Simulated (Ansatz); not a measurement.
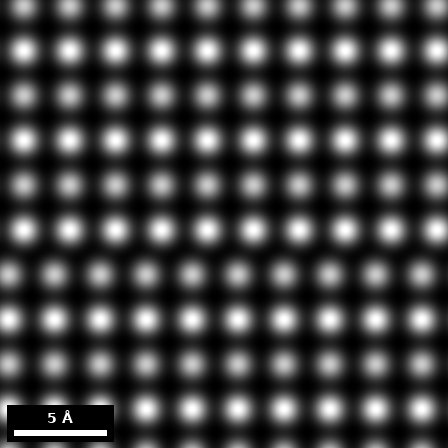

HAADF-like image of Ta2SeO (P4/mmm, No. 123) along [110]. Simulated incoherent Z contrast: every atom adds Z^1.6 spread by a probe of 1.30 Å full width; channelling and multiple scattering are left out. The probe carries 25 % of its weight in a tail 2.5 times as wide.

One planar defect was built into the perfect crystal by geometry alone, without relaxation. Host structure: coordinates from a relaxation with DFT PBEsol, scalar-relativistic, plane waves, PAW in Ansatz 0.2.0; the starting structure was generated, so it need not be a known form of this composition.

### Find the planar defect and say what kind it is.

A planar fault (a stacking fault or antiphase boundary) runs horizontally about 14 Å below the top edge. The part above it is shifted along the boundary by 1/3 of the 2.49 Å repeat of the rows (0.8 Å to the right, the same as 1.7 Å to the left); both parts keep the same orientation.
